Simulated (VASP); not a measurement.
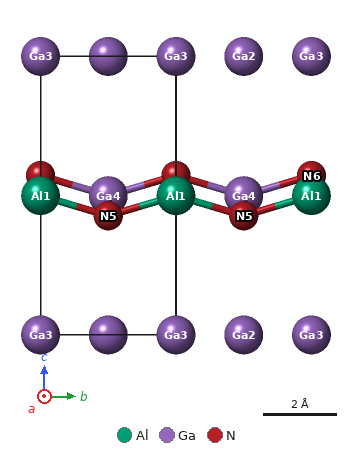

This is the input geometry for a relaxation of a crystal of AlGa$_{3}$N$_{2}$ (a generated structure, set up in P-4m2). Style: ball-and-stick. Shown: the cell of the calculation, repeated 1 × 2 × 1 with one cell outlined, along the a axis.

The run lets cell and atoms move.

Method: Kohn-Sham DFT of a periodic cell, PBE, VASP PAW PBE potentials, recommended in VASP 6.6.1.

The input:
```
SYSTEM = AlGa3N2
PREC = Accurate
ENCUT = 520
EDIFF = 1E-7
ISMEAR = 0
SIGMA = 0.1
LREAL = .False.
LASPH = .True.
NELM = 120
ALGO = Normal
ISIF = 3
LWAVE = .False.
LCHARG = .False.
GGA = PE
IBRION = 2
NSW = 60
EDIFFG = -0.005
POTIM = 0.3
KPAR = 4
```

Command:
```bash
cat potpaw_PBE.64/Al/POTCAR potpaw_PBE.64/Ga_d/POTCAR potpaw_PBE.64/N/POTCAR > POTCAR
mpirun -np 4 vasp_std > vasp.out
```

The structure:
```xyz
6
Lattice="3.7442 0.0000 0.0000 0.0000 3.7442 0.0000 0.0000 0.0000 7.6974" Properties=species:S:1:pos:R:3 pbc="T T T"
Al    0.0000    0.0000    3.8487
Ga    1.8721    1.8721    0.0000
Ga    0.0000    0.0000    0.0000
Ga    1.8721    1.8721    3.8487
N     0.0000    1.8721    3.2926
N     1.8721    0.0000    4.4048
```

Question: Predict the outcome.

Answer: Over 32 geometry steps the energy falls by 1.3 meV per atom. The largest force component goes from 0.00031 to 0.0047 eV/Å. The pressure goes from 0.12 to 0.01 GPa. The largest moves relative to the cell, 0.019 Å, are those of N5 and N6. N5 goes along +c. Ga and Al stay in place. The volume changes by +4.8 %, with a = b 3.744 → 3.734 Å (−0.3 %), c 7.697 → 8.107 Å (+5.3 %). The space group stays P-4m2 (No. 115). It ran on 4 threads of Intel(R) Xeon(R) Platinum 8559C (Emerald Rapids) (shared host).

History of the run:

| step | E − E(0), meV/atom | largest force component, eV/Å | pressure, GPa | volume, Å³/atom |
| --- | --- | --- | --- | --- |
| 0 | 0.00 | 0.0003 | 0.12 | 17.985 |
| 1 | -0.05 | 0.0034 | 0.12 | 18.005 |
| 2 | -0.15 | 0.0103 | 0.08 | 18.047 |
| 3 | -0.32 | 0.0243 | -0.01 | 18.132 |
| 4 | -0.58 | 0.0519 | -0.21 | 18.301 |
| 5 | -0.74 | 0.1084 | -0.56 | 18.638 |
| 6 | -0.76 | 0.1076 | -0.56 | 18.645 |
| 7 | -0.82 | 0.1050 | -0.50 | 18.665 |
| 8 | -0.92 | 0.0996 | -0.42 | 18.704 |
| 9 | -1.05 | 0.0885 | -0.26 | 18.784 |
| 10 | -1.04 | 0.0653 | 0.05 | 18.940 |
| 11 | -1.09 | 0.0775 | -0.12 | 18.859 |
| 12 | -1.11 | 0.0719 | -0.08 | 18.845 |
| 13 | -1.15 | 0.0574 | -0.02 | 18.811 |
| 15 | -1.19 | 0.0205 | 0.16 | 18.722 |
| 16 | -1.21 | 0.0191 | 0.11 | 18.720 |
| 17 | -1.22 | 0.0168 | 0.01 | 18.717 |
| 18 | -1.22 | 0.0174 | 0.03 | 18.718 |
| 19 | -1.22 | 0.0173 | 0.03 | 18.718 |
| 20 | -1.22 | 0.0155 | 0.02 | 18.722 |
| 22 | -1.25 | 0.0010 | 0.08 | 18.766 |
| 23 | -1.25 | 0.0234 | 0.13 | 18.824 |
| 24 | -1.26 | 0.0231 | 0.10 | 18.830 |
| 25 | -1.26 | 0.0227 | 0.09 | 18.836 |
| 26 | -1.26 | 0.0218 | 0.05 | 18.848 |
| 27 | -1.26 | 0.0204 | 0.07 | 18.848 |
| 29 | -1.27 | 0.0078 | 0.00 | 18.845 |
| 30 | -1.27 | 0.0061 | 0.00 | 18.845 |
| 31 | -1.27 | 0.0058 | 0.00 | 18.845 |
| 32 | -1.27 | 0.0047 | 0.01 | 18.844 |

The end point in the same view:

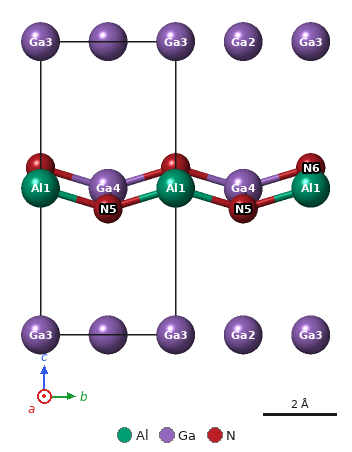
